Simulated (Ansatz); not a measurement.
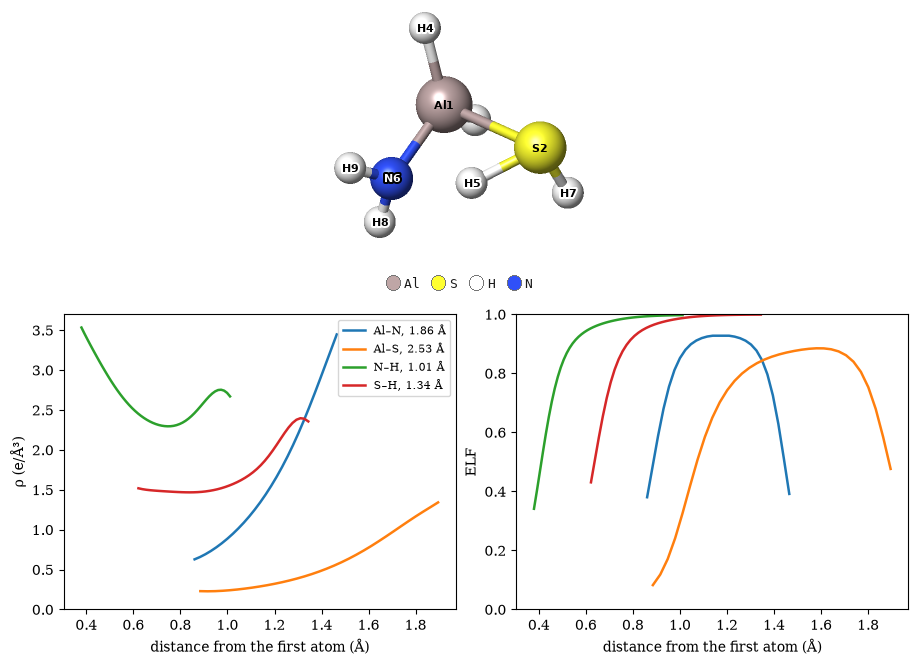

Figure 1: AlH₆NS. Total electron density and electron localisation function along straight lines between neighbouring atoms. The curves leave out the atomic cores. The structure is drawn too.

A transition-state structure; geometry: PBE0-D4/def2-TZVP.

Method: Ansatz, RKS PBE0-D4/def2-TZVPP.

```xyz
9

Al   -0.7921   -0.1124   -0.6405
S     1.0199    1.6368   -0.4311
H    -0.3326   -0.9999   -1.8752
H    -2.1363    0.7279   -0.5823
H     0.8275    0.6554    0.6215
N    -0.1569   -0.6799    1.0127
H     1.9397    0.8764   -1.0481
H     0.3446   -1.5536    1.0965
H    -0.7141   -0.5507    1.8465
```

### What can be read from the curves?

Al–N (1.86 Å): ρ is about 0.73 e/Å³ halfway; the ELF peaks at about 0.95 between the atoms; a polar covalent bond.
Al–S (2.53 Å): ρ at the midpoint is about 0.36 e/Å³, with its minimum of 0.23 e/Å³ about 0.9 Å from Al; the ELF peaks at about 0.90 in the valence shell of S, 0.9 Å from its nucleus, and is about 0.80 at the midpoint.
N–H (1.01 Å): ρ is about 2.9 e/Å³ halfway; the ELF climbs to about 1 towards the hydrogen, as it does in any bond to H: a covalent bond by its length.
S–H (1.34 Å): the density is about 1.5 e/Å³ at the midpoint; the ELF climbs to about 1 towards the hydrogen.
